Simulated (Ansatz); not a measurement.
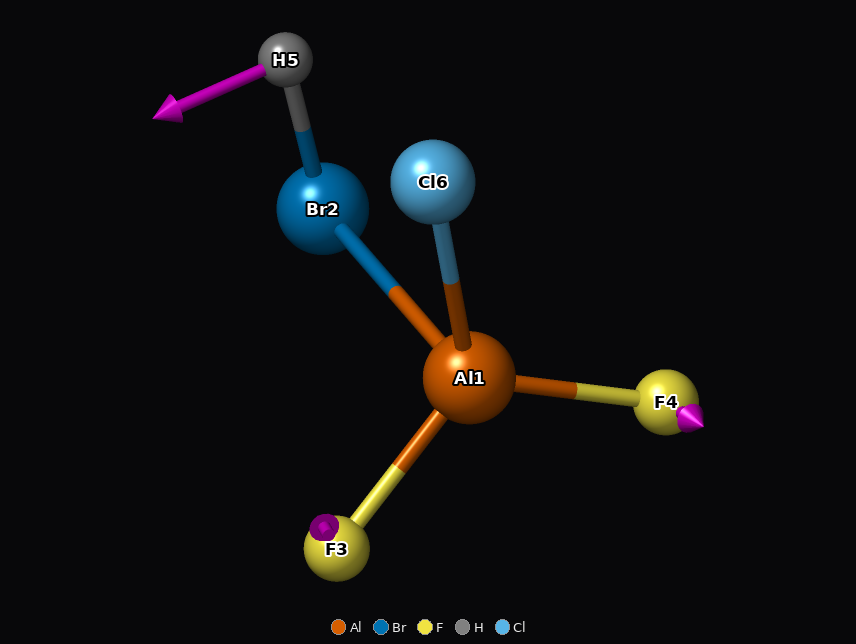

The arrows show one normal mode. Harmonic vibrations computed with RKS PBE0-D4/def2-TZVP (Ansatz 0.2.0) at a stationary point of the same level.

Estimate its harmonic wavenumber.

111 cm⁻¹; it is mode 3 of 12 counted from the lowest.
